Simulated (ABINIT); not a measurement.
# AlBiTeSe2 (P4/mmm): zone-centre phonons

Which modes does AlBiTeSe2 (P4/mmm) have at the zone centre?

Main program and level: ABINIT 10.8.3; DFT LDA, scalar-relativistic, plane waves, HGH norm-conserving pseudopotentials.

The structure was built from a prototype and need not be the compound's stable phase.

### Step 1. The structure

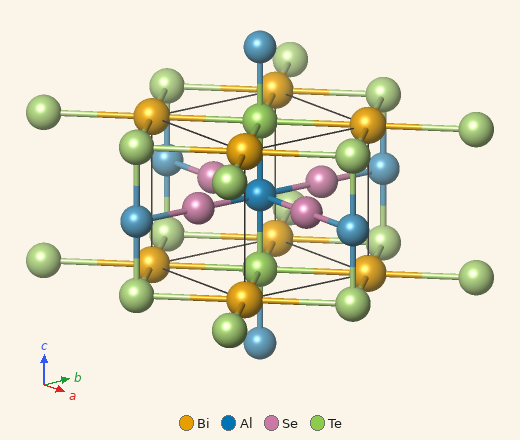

The cell as given, from a free direction (bismuth orange, aluminium blue, selenium pink, tellurium green). Some periodic images of atoms are drawn too.

### Step 2. A probe with smearing

A first run with smearing and empty bands tells whether the crystal has a gap, which decides between fixed occupations and smearing later on.

Input file probe.abi:

```
# ground state
tolvrs 1.0d-08
prtden 1
prtwf 1

# basis, mesh and filling
ecut 26.0
ecutsm 3.0
ixc 7
ngkpt 4 4 4
nshiftk 1
shiftk 0.0 0.0 0.0
istwfk *1
occopt 7
tsmear 0.005
nband 20
nstep 100
diemac 9.0
prtebands 0
prtgsr 0
useylm 1

# cell and atoms
acell 3*1.0 Angstrom
rprim 
    5.03753333 0.0 0.0
    0.0 5.03753333 0.0
    0.0 0.0 5.03753333
ntypat 4
znucl 83 13 34 52
natom 5
typat 1 2 3 3 4
xred 
    0.0 0.0 0.0
    0.5 0.5 0.5
    0.5 0.0 0.5
    0.0 0.5 0.5
    0.5 0.5 0.0
pp_dirpath "./pseudo"
pseudos "Bi.hgh, Al.hgh, Se.hgh, Te.hgh"
```

Launch:

```sh
$ OMP_NUM_THREADS=1 mpirun -n 4 abinit probe.abi > probe.log
```

Numbers of over 12 decimals in the logs are rounded to 6 here.

probe.abo, the main output file:

```text
[banners, grids, parts of the stress and lines that vanish by symmetry left out]
- input  file    -> probe.abi
- output file    -> probe.abo
- root for input  files -> probei
[...]
Symmetries : space group P4/m m m (#123); Bravais tP (primitive tetrag.)
[...]
mpw =        5520          nfft =       91125          nkpt =          18
[...]
== DATASET  1 ==================================================================
[...]
cutoff_energies: {ecut:  26.0, pawecutdg:  -1.0, }
[...]
Exchange-correlation functional for the present dataset will be:
  LDA: Perdew-Wang 92 LSD fit to Ceperley-Alder data - ixc=7
[...]
ETOT  1  -34.751300335279    -3.475E+01 7.797E-02 1.238E+03
 ETOT  2  -34.828837235604    -7.754E-02 3.210E-03 6.483E+02
 ETOT  3  -34.948584683413    -1.197E-01 3.068E-03 5.486E+01
 ETOT  4  -34.957929172270    -9.344E-03 5.173E-04 1.420E+00
 ETOT  5  -34.958161454012    -2.323E-04 7.729E-04 3.640E-02
[...]
ETOT  9  -34.958167292038    -4.560E-10 1.799E-04 3.653E-07
 ETOT 10  -34.958167292099    -6.133E-11 8.459E-05 2.805E-09
 At SCF step   10       vres2   =  2.80E-09 < tolvrs=  1.00E-08 =>converged.
[...]
sigma(1 1)=  1.94906445E-04  sigma(3 2)=  0.00000000E+00
  sigma(2 2)=  1.94906445E-04  sigma(3 1)=  0.00000000E+00
  sigma(3 3)= -1.24252427E-04  sigma(2 1)=  0.00000000E+00
[...]
convergence: {deltae: -6.133E-11, res2:  2.805E-09, residm:  8.459E-05, diffor: null, }
etotal    :  -3.49581673E+01
[...]
sigma(1 1)=  1.94906445E-04  sigma(3 2)=  0.00000000E+00
  sigma(2 2)=  1.94906445E-04  sigma(3 1)=  0.00000000E+00
  sigma(3 3)= -1.24252427E-04  sigma(2 1)=  0.00000000E+00
[...]
- sigma(1 1)=  5.73434560E+00  sigma(3 2)=  0.00000000E+00
- sigma(2 2)=  5.73434560E+00  sigma(3 1)=  0.00000000E+00
- sigma(3 3)= -3.65563263E+00  sigma(2 1)=  0.00000000E+00
[...]
fcart     -0.0000000000E+00 -0.0000000000E+00 -0.0000000000E+00
           strten      1.9490644521E-04  1.9490644521E-04 -1.2425242749E-04
================================================================================

[key lines of the parts left out:]
pressure_GPa:  -2.6044E+00
```

The job ended after 23 s (4 MPI ranks of Arm Neoverse V1, shared host; 91 s of CPU time).

Numbers from this step:

- volume per atom: 25.57 Å³
- pressure: -2.604 GPa
- gap on the k-mesh: 0 eV

No gap opens on this mesh, so smearing is kept.

### Step 3. Rough relaxation

The typed start is rough, so a first relaxation with smearing and loose thresholds takes it towards rest cheaply.

Input file prerelax.abi:

```
# relaxation
ionmov 2
optcell 2
dilatmx 1.15
chkdilatmx 0
ntime 40
tolmxf 3.0d-04
tolvrs 1.0d-10
prtwf 0
prtden 0
chksymtnons 0

# basis, mesh and filling
ecut 20.8
ecutsm 3.0
ixc 7
ngkpt 4 4 4
nshiftk 1
shiftk 0.0 0.0 0.0
istwfk *1
occopt 7
tsmear 0.005
nband 20
nstep 100
diemac 1000000.0
prtebands 0
prtgsr 0
useylm 1

# cell and atoms
acell 3*1.0 Angstrom
rprim 
    5.03753333 0.0 0.0
    0.0 5.03753333 0.0
    0.0 0.0 5.03753333
ntypat 4
znucl 83 13 34 52
natom 5
typat 1 2 3 3 4
xred 
    0.0 0.0 0.0
    0.5 0.5 0.5
    0.5 0.0 0.5
    0.0 0.5 0.5
    0.5 0.5 0.0
pp_dirpath "./pseudo"
pseudos "Bi.hgh, Al.hgh, Se.hgh, Te.hgh"
```

Launch:

```sh
$ OMP_NUM_THREADS=1 mpirun -n 4 abinit prerelax.abi > prerelax.log
```

prerelax.abo, the main output file:

```text
[banners, grids, parts of the stress and lines that vanish by symmetry left out]
- input  file    -> prerelax.abi
- output file    -> prerelax.abo
- root for input  files -> prerelaxi
[...]
Symmetries : space group P4/m m m (#123); Bravais tP (primitive tetrag.)
[...]
mpw =        6031          nfft =      110592          nkpt =          18
[...]
== DATASET  1 ==================================================================
[...]
cutoff_energies: {ecut:  20.8, pawecutdg:  -1.0, }
[...]
Exchange-correlation functional for the present dataset will be:
  LDA: Perdew-Wang 92 LSD fit to Ceperley-Alder data - ixc=7
[...]
ETOT  1  -34.751750341471    -3.475E+01 4.288E-02 1.488E+03
 ETOT  2  -34.913535251883    -1.618E-01 9.842E-03 2.085E+02
 ETOT  3  -34.947165151503    -3.363E-02 7.168E-04 3.802E+01
 ETOT  4  -34.952735069047    -5.570E-03 6.187E-04 2.217E-02
[...]
ETOT  8  -34.962875573683     1.421E-14 9.467E-06 4.496E-12
 At SCF step    8       vres2   =  4.50E-12 < tolvrs=  1.00E-10 =>converged.
[...]
sigma(1 1)=  5.20249112E-07  sigma(3 2)=  0.00000000E+00
  sigma(2 2)=  5.20249112E-07  sigma(3 1)=  0.00000000E+00
  sigma(3 3)= -4.24316216E-07  sigma(2 1)=  0.00000000E+00
[...]
convergence: {deltae:  1.421E-14, res2:  4.496E-12, residm:  9.467E-06, diffor: null, }
etotal    :  -3.49628756E+01
[...]
At Broyd/MD step   7, gradients are converged :
[...]
sigma(1 1)=  5.20249112E-07  sigma(3 2)=  0.00000000E+00
  sigma(2 2)=  5.20249112E-07  sigma(3 1)=  0.00000000E+00
  sigma(3 3)= -4.24316216E-07  sigma(2 1)=  0.00000000E+00
[...]
- sigma(1 1)=  1.53062573E-02  sigma(3 2)=  0.00000000E+00
- sigma(2 2)=  1.53062573E-02  sigma(3 1)=  0.00000000E+00
- sigma(3 3)= -1.24838141E-02  sigma(2 1)=  0.00000000E+00
[...]
fcart     -0.0000000000E+00 -0.0000000000E+00 -0.0000000000E+00
           strten      5.2024911152E-07  5.2024911152E-07 -4.2431621636E-07
================================================================================

[key lines of the parts left out:]
pressure_GPa:  -6.0429E-03
Total energy (etotal) [Ha]= -3.49628755736828E+01
```

It took 2.3 min on 4 MPI ranks; 9.2 min of CPU time.

Relaxation path:

```csv
step,energy less that of the first step (eV),largest force (eV/Å),volume (Å³)
1,0.0000,0.0000,127.84
2,-0.0605,0.0000,126.83
3,-0.2566,0.0000,118.83
4,-0.2677,0.0000,120.51
5,-0.2703,0.0000,120.88
6,-0.2758,0.0000,122.11
7,-0.2759,0.0000,122.14
```

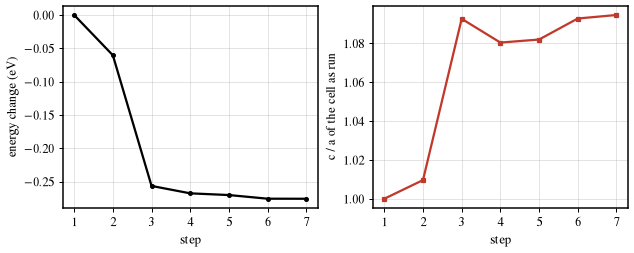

Energy and cell shape along the relaxation.

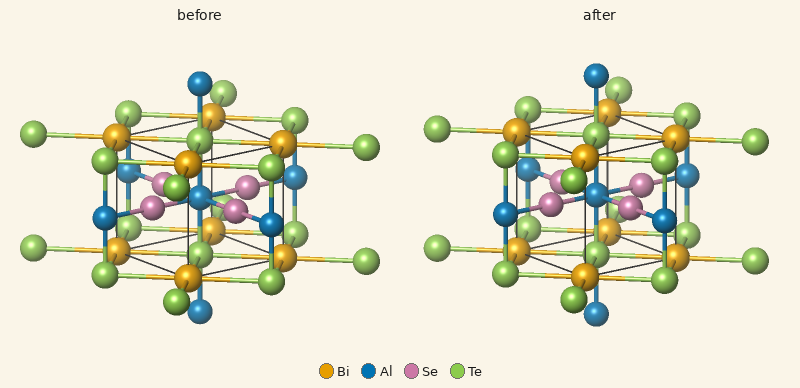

Before and after, at one scale.

```csv
"conventional cell, symmetrised",before,after,change
a (Å),5.038,4.814,-4.4 %
b (Å),5.038,4.814,-4.4 %
c (Å),5.038,5.270,+4.6 %
volume (Å³/atom),25.57,24.43,-4.5 %
```

Final coordinates:

```xyz
5
Lattice="4.8143 0.0000 0.0000 0.0000 4.8143 0.0000 0.0000 0.0000 5.2697" Properties=species:S:1:pos:R:3 pbc="T T T"
Bi    0.0000    0.0000    0.0000
Al    2.4071    2.4071    2.6349
Se    2.4071    0.0000    2.6349
Se    0.0000    2.4071    2.6349
Te    2.4071    2.4071    0.0000
```

Read from the output:

| Quantity | Value |
| --- | --- |
| volume per atom | 24.43 Å³ |
| pressure | -0.006043 GPa |

The volume changes by -4.5 % in this run and stands -4.5 % from the first cell.

### Step 4. Relaxation

The harmonic expansion needs vanishing forces, and a free crystal bears no stress, so cell and atoms are brought to rest. Stress is more sensitive to the basis than forces are: the last 3 Ha under the cutoff are smoothed with ecutsm.

Input file relax.abi:

```
# relaxation
ionmov 2
optcell 2
dilatmx 1.08
ntime 40
tolmxf 1.0d-05
tolvrs 1.0d-14
prtwf 0
prtden 0
chksymtnons 0

# basis, mesh and filling
ecut 26.0
ecutsm 3.0
ixc 7
ngkpt 6 6 4
nshiftk 1
shiftk 0.0 0.0 0.0
istwfk *1
occopt 7
tsmear 0.01
nband 20
nstep 100
diemac 1000000.0
prtebands 0
prtgsr 0
useylm 1

# cell and atoms
acell 3*1.0 Angstrom
rprim 
    4.814299533 0.0 0.0
    0.0 4.814299533 0.0
    0.0 0.0 5.269733358
ntypat 4
znucl 83 13 34 52
natom 5
typat 1 2 3 3 4
xred 
    0.0 0.0 0.0
    0.5 0.5 0.5
    0.5 0.0 0.5
    0.0 0.5 0.5
    0.5 0.5 0.0
pp_dirpath "./pseudo"
pseudos "Bi.hgh, Al.hgh, Se.hgh, Te.hgh"
```

Launch:

```sh
$ OMP_NUM_THREADS=1 mpirun -n 4 abinit relax.abi > relax.log
```

relax.abo, the main output file:

```text
[banners, grids, parts of the stress and lines that vanish by symmetry left out]
- input  file    -> relax.abi
- output file    -> relax.abo
- root for input  files -> relaxi
[...]
Symmetries : space group P4/m m m (#123); Bravais tP (primitive tetrag.)
[...]
mpw =        6606          nfft =      115200          nkpt =          30
[...]
== DATASET  1 ==================================================================
[...]
cutoff_energies: {ecut:  26.0, pawecutdg:  -1.0, }
[...]
Exchange-correlation functional for the present dataset will be:
  LDA: Perdew-Wang 92 LSD fit to Ceperley-Alder data - ixc=7
[...]
ETOT  1  -34.754172190264    -3.475E+01 5.998E-02 1.774E+03
 ETOT  2  -34.926097232410    -1.719E-01 2.794E-02 2.891E+02
 ETOT  3  -34.966734748263    -4.064E-02 2.502E-03 2.682E+01
 ETOT  4  -34.970105637920    -3.371E-03 1.136E-03 7.866E-01
 ETOT  5  -34.970206283003    -1.006E-04 1.006E-03 2.427E-03
[...]
At SCF step   13       vres2   =  5.06E-15 < tolvrs=  1.00E-14 =>converged.
[...]
sigma(1 1)=  3.69357508E-05  sigma(3 2)=  0.00000000E+00
  sigma(2 2)=  3.69357508E-05  sigma(3 1)=  0.00000000E+00
  sigma(3 3)= -4.37550145E-05  sigma(2 1)=  0.00000000E+00
[...]
convergence: {deltae:  2.487E-13, res2:  5.056E-15, residm:  3.571E-05, diffor: null, }
etotal    :  -3.49702067E+01
[...]
ETOT  1  -34.970295530230    -3.497E+01 5.358E-02 1.750E-01
[...]
At SCF step   10       vres2   =  5.68E-15 < tolvrs=  1.00E-14 =>converged.
[...]
sigma(1 1)=  3.26201848E-05  sigma(3 2)=  0.00000000E+00
  sigma(2 2)=  3.26201848E-05  sigma(3 1)=  0.00000000E+00
  sigma(3 3)= -4.22129398E-05  sigma(2 1)=  0.00000000E+00
[...]
convergence: {deltae: -2.132E-13, res2:  5.678E-15, residm:  1.064E-05, diffor: null, }
etotal    :  -3.49703167E+01
[...]
ETOT  1  -34.968479818990    -3.497E+01 6.469E+01 2.067E+01
[...]
At SCF step   12       vres2   =  2.16E-15 < tolvrs=  1.00E-14 =>converged.
[...]
sigma(1 1)= -1.70757248E-05  sigma(3 2)=  0.00000000E+00
  sigma(2 2)= -1.70757248E-05  sigma(3 1)=  0.00000000E+00
  sigma(3 3)= -2.19749879E-05  sigma(2 1)=  0.00000000E+00
[...]
convergence: {deltae: -5.613E-13, res2:  2.158E-15, residm:  5.607E-06, diffor: null, }
etotal    :  -3.49708875E+01
[...]
ETOT  1  -34.970871699240    -3.497E+01 7.388E-06 3.522E-01
[...]
At SCF step   10       vres2   =  1.46E-15 < tolvrs=  1.00E-14 =>converged.
[...]
sigma(1 1)= -1.21380740E-05  sigma(3 2)=  0.00000000E+00
  sigma(2 2)= -1.21380740E-05  sigma(3 1)=  0.00000000E+00
  sigma(3 3)= -1.92017380E-05  sigma(2 1)=  0.00000000E+00
[...]
convergence: {deltae:  1.634E-13, res2:  1.456E-15, residm:  8.841E-07, diffor: null, }
etotal    :  -3.49709098E+01
[...]
ETOT  1  -34.970524655119    -3.497E+01 9.886E-06 3.905E+00
[...]
At SCF step   11       vres2   =  3.88E-16 < tolvrs=  1.00E-14 =>converged.
[...]
sigma(1 1)=  4.05465593E-07  sigma(3 2)=  0.00000000E+00
  sigma(2 2)=  4.05465593E-07  sigma(3 1)=  0.00000000E+00
  sigma(3 3)= -3.87274018E-06  sigma(2 1)=  0.00000000E+00
[...]
convergence: {deltae: -9.308E-13, res2:  3.879E-16, residm:  4.387E-08, diffor: null, }
etotal    :  -3.49709569E+01
[...]
ETOT  1  -34.970952859796    -3.497E+01 2.204E-02 5.000E-02
[...]
At SCF step   10       vres2   =  2.62E-15 < tolvrs=  1.00E-14 =>converged.
[...]
sigma(1 1)=  4.87447762E-07  sigma(3 2)=  0.00000000E+00
  sigma(2 2)=  4.87447762E-07  sigma(3 1)=  0.00000000E+00
  sigma(3 3)= -4.68602294E-07  sigma(2 1)=  0.00000000E+00
[...]
convergence: {deltae:  1.492E-13, res2:  2.621E-15, residm:  6.725E-09, diffor: null, }
etotal    :  -3.49709592E+01
[...]
ETOT  1  -34.970959141815    -3.497E+01 1.520E-07 1.195E-03
[...]
ETOT  8  -34.970959304203     7.105E-14 1.335E-09 4.326E-14
 ETOT  9  -34.970959304203     1.066E-13 7.929E-10 6.805E-15
 At SCF step    9       vres2   =  6.80E-15 < tolvrs=  1.00E-14 =>converged.
[...]
sigma(1 1)=  5.02634037E-08  sigma(3 2)=  0.00000000E+00
  sigma(2 2)=  5.02634037E-08  sigma(3 1)=  0.00000000E+00
  sigma(3 3)=  1.30295451E-08  sigma(2 1)=  0.00000000E+00
[...]
convergence: {deltae:  1.066E-13, res2:  6.805E-15, residm:  7.929E-10, diffor: null, }
etotal    :  -3.49709593E+01
[...]
At Broyd/MD step   7, gradients are converged :
[...]
sigma(1 1)=  5.02634037E-08  sigma(3 2)=  0.00000000E+00
  sigma(2 2)=  5.02634037E-08  sigma(3 1)=  0.00000000E+00
  sigma(3 3)=  1.30295451E-08  sigma(2 1)=  0.00000000E+00
[...]
- sigma(1 1)=  1.47880039E-03  sigma(3 2)=  0.00000000E+00
- sigma(2 2)=  1.47880039E-03  sigma(3 1)=  0.00000000E+00
- sigma(3 3)=  3.83342453E-04  sigma(2 1)=  0.00000000E+00
[...]
fcart     -0.0000000000E+00 -0.0000000000E+00 -0.0000000000E+00
           strten      5.0263403734E-08  5.0263403734E-08  1.3029545134E-08
================================================================================

[key lines of the parts left out:]
pressure_GPa:  -1.1136E-03
Total energy (etotal) [Ha]= -3.49709593042033E+01
```

It took 4.1 min on 4 MPI ranks; 16 min of CPU time.

The steps of the relaxation:

```csv
step,energy less that of the first step (eV),largest force (eV/Å),volume (Å³)
1,0.0000,0.0000,122.14
2,-0.0030,0.0000,122.03
3,-0.0185,0.0000,120.97
4,-0.0191,0.0000,121.18
5,-0.0204,0.0000,121.95
6,-0.0205,0.0000,122.04
7,-0.0205,0.0000,122.04
```

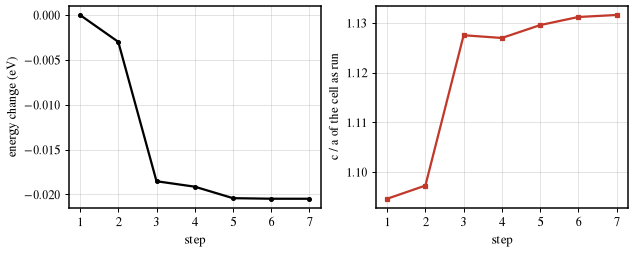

Energy and cell shape along the relaxation.

```csv
"conventional cell, symmetrised",before,after,change
a (Å),4.814,4.760,-1.1 %
b (Å),4.814,4.760,-1.1 %
c (Å),5.270,5.386,+2.2 %
volume (Å³/atom),24.43,24.41,-0.1 %
```

Final coordinates:

```cif
data_structure
_symmetry_space_group_name_H-M 'P 1'
_symmetry_Int_Tables_number 1
_cell_length_a 4.7600
_cell_length_b 4.7600
_cell_length_c 5.3863
_cell_angle_alpha 90.000
_cell_angle_beta 90.000
_cell_angle_gamma 90.000
_cell_volume 122.04
loop_
_atom_site_label
_atom_site_type_symbol
_atom_site_fract_x
_atom_site_fract_y
_atom_site_fract_z
_atom_site_occupancy
Bi1 Bi 0.00000 0.00000 0.00000 1
Al2 Al 0.50000 0.50000 0.50000 1
Se3 Se 0.50000 0.00000 0.50000 1
Se4 Se 0.00000 0.50000 0.50000 1
Te5 Te 0.50000 0.50000 0.00000 1
```

This step gave:

| Property | Result |
| --- | --- |
| volume per atom | 24.41 Å³ |
| pressure | -0.001114 GPa |

The volume changes by -0.1 % in this run and stands -4.5 % from the first cell.

### Step 5. Self-consistent run for the response

First-order wavefunctions inherit every error of the ground state, hence the very tight tolvrs. ecutsm is kept as in the relaxation, so that the cell stays at rest. Smearing stays on, as the first look found no gap above 0.3 eV.

Input file gs.abi:

```
# ground state
tolvrs 1.0d-16
prtden 1
prtwf 1

# basis, mesh and filling
ecut 26.0
ecutsm 3.0
ixc 7
ngkpt 6 6 4
nshiftk 1
shiftk 0.0 0.0 0.0
istwfk *1
occopt 7
tsmear 0.01
nband 20
nstep 100
diemac 1000000.0
prtebands 0
prtgsr 0
useylm 1

# cell and atoms
acell 3*1.0 Angstrom
rprim 
    4.760004143 0.0 0.0
    0.0 4.760004143 0.0
    0.0 0.0 5.386304859
ntypat 4
znucl 83 13 34 52
natom 5
typat 1 2 3 3 4
xred 
    0.0 0.0 0.0
    0.5 0.5 0.5
    0.5 0.0 0.5
    0.0 0.5 0.5
    0.5 0.5 0.0
pp_dirpath "./pseudo"
pseudos "Bi.hgh, Al.hgh, Se.hgh, Te.hgh"
```

Launch:

```sh
$ OMP_NUM_THREADS=1 mpirun -n 4 abinit gs.abi > gs.log
```

gs.abo, the main output file:

```text
[banners, grids, parts of the stress and lines that vanish by symmetry left out]
- input  file    -> gs.abi
- output file    -> gs.abo
- root for input  files -> gsi
[...]
Symmetries : space group P4/m m m (#123); Bravais tP (primitive tetrag.)
[...]
mpw =        5264          nfft =       97200          nkpt =          30
[...]
== DATASET  1 ==================================================================
[...]
cutoff_energies: {ecut:  26.0, pawecutdg:  -1.0, }
[...]
Exchange-correlation functional for the present dataset will be:
  LDA: Perdew-Wang 92 LSD fit to Ceperley-Alder data - ixc=7
[...]
ETOT  1  -34.750667148875    -3.475E+01 4.285E-02 1.567E+03
 ETOT  2  -34.927061702519    -1.764E-01 2.128E-02 2.506E+02
 ETOT  3  -34.967581525127    -4.052E-02 3.715E-03 2.300E+01
 ETOT  4  -34.970908147122    -3.327E-03 3.802E-03 3.163E-01
 ETOT  5  -34.970958365857    -5.022E-05 2.007E-03 5.496E-03
[...]
ETOT 13  -34.970959236510     9.948E-14 1.240E-04 5.496E-15
 ETOT 14  -34.970959236509     1.066E-13 1.585E-04 2.630E-17
 At SCF step   14       vres2   =  2.63E-17 < tolvrs=  1.00E-16 =>converged.
[...]
sigma(1 1)=  5.05474675E-08  sigma(3 2)=  0.00000000E+00
  sigma(2 2)=  5.05474675E-08  sigma(3 1)=  0.00000000E+00
  sigma(3 3)=  1.31700702E-08  sigma(2 1)=  0.00000000E+00
[...]
convergence: {deltae:  1.066E-13, res2:  2.630E-17, residm:  1.585E-04, diffor: null, }
etotal    :  -3.49709592E+01
[...]
sigma(1 1)=  5.05474675E-08  sigma(3 2)=  0.00000000E+00
  sigma(2 2)=  5.05474675E-08  sigma(3 1)=  0.00000000E+00
  sigma(3 3)=  1.31700702E-08  sigma(2 1)=  0.00000000E+00
[...]
- sigma(1 1)=  1.48715784E-03  sigma(3 2)=  0.00000000E+00
- sigma(2 2)=  1.48715784E-03  sigma(3 1)=  0.00000000E+00
- sigma(3 3)=  3.87476844E-04  sigma(2 1)=  0.00000000E+00
[...]
fcart     -0.0000000000E+00 -0.0000000000E+00 -0.0000000000E+00
           strten      5.0547467530E-08  5.0547467530E-08  1.3170070239E-08
================================================================================

[key lines of the parts left out:]
pressure_GPa:  -1.1206E-03
```

It took 46 s on 4 MPI ranks; 3.1 min of CPU time.

This step gave:

```
pressure : -0.001121 GPa
```

The cell stands at -0.0011 GPa, close enough for phonons.

(Part 1 of 2 ends here.)

[Host names and launcher messages were left out of these logs when they were recorded.]

[Logs are printed without paths, hosts, clocks, repeated set-up lines and the standing remarks that a program may print on its own settings, such as how far it seeks lower states.]

[Hosts, paths, dates, database ids (printed as entryN), source tags and the programs' standing remarks are cut or masked in the printed files.]
